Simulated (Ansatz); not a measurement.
## Electronic structure of Cl4F2W in real space

```xyz
7

W     0.0500    0.0000   -0.0500
F     0.0105    0.0000    1.8084
Cl    2.3273    0.0000    0.0005
Cl   -0.0194    2.2879    0.0194
F    -1.8084    0.0000   -0.0105
Cl   -0.0194   -2.2879    0.0194
Cl   -0.0005    0.0000   -2.3273
```

Core potentials replace the inner electrons of W.

Theory: RKS PBE0-D4/def2-SVP in Ansatz 0.2.0.

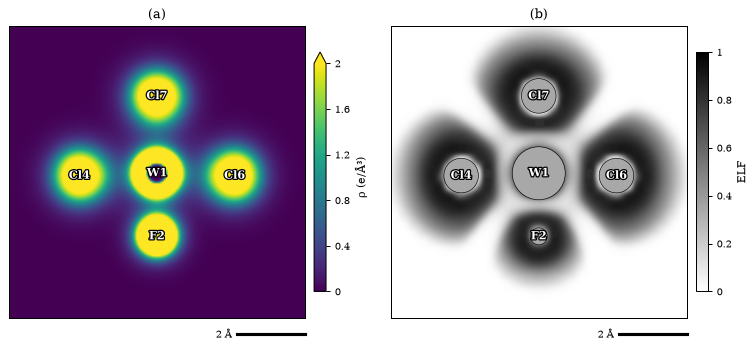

Figure 1. (a) electron density; (b) electron localisation function on the plane of atoms Cl6, W1 and Cl7. Grey discs cover the atomic cores in the ELF map.

What does the map show?

Answer.
- The section cuts through W, F and Cl sites.
- W–F (1.86 Å): ρ is about 1.1 e/Å³ halfway; the ELF peaks at about 0.85 in the valence shell of F, 0.5 Å from its nucleus, and drops to about 0.25 between the two atoms.
- W–Cl (2.29 Å): the density is about 0.71 e/Å³ at the midpoint; the ELF peaks at about 0.80 in the valence shell of Cl, 0.9 Å from its nucleus, and is about 0.40 at the midpoint.

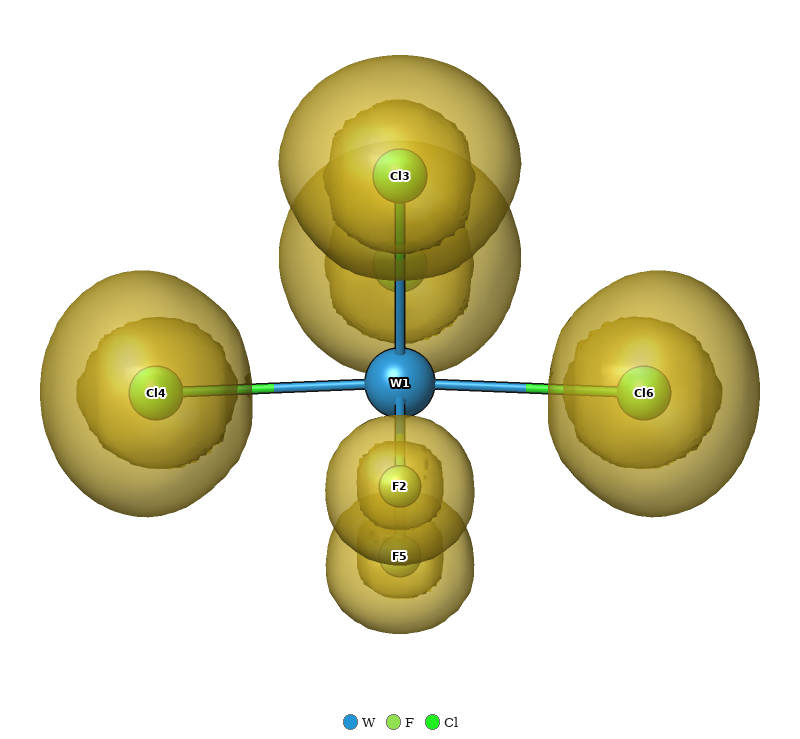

Figure 2. Isosurface of the ELF at 0.8 (yellow), seen from one side. Core shells and regions of very low density are left out.

Identify the bonds, lone pairs and shells in this picture.

Answer. The surface consists of four regions wrapped around Cl (the valence shell of each) and two regions wrapped around F (the valence shell of each). Along the contacts the grid gives the following. W–Cl (2.28 Å): the ELF peaks at about 0.85 in the valence shell of Cl, 0.9 Å from its nucleus, and is about 0.35 at the midpoint.

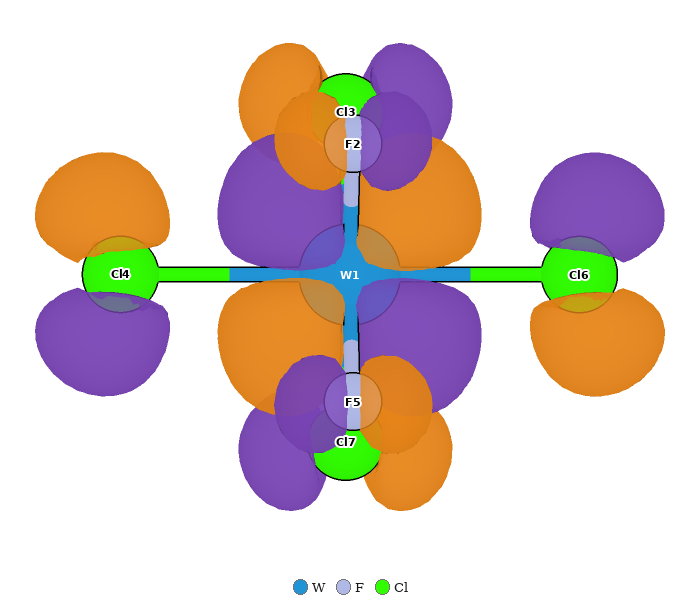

Figure 3. The LUMO at ±0.1 Å⁻³ᐟ² (orange and purple are the two phases), seen across its widest extent.

Where does this orbital lie, and at what energy?

Answer. It lies mainly on W1 (about 60 %), Cl4 (about 10 %) and Cl6 (about 10 %). Its energy is −5.28 eV.

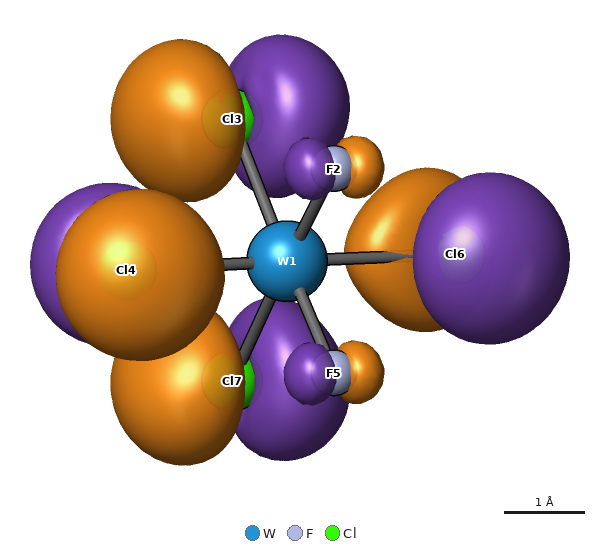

Figure 4. The HOMO−1 at ±0.08 Å⁻³ᐟ² (orange and purple are the two phases), seen at a tilt.

What is the character of this orbital?

Answer. By Hirshfeld shares it lies mainly on Cl4 (about 25 %), Cl6 (about 25 %), Cl3 (about 20 %) and Cl7 (about 20 %); largely a combination of lone pairs on Cl4, Cl6, Cl3 and Cl7. Its energy is −9.69 eV.
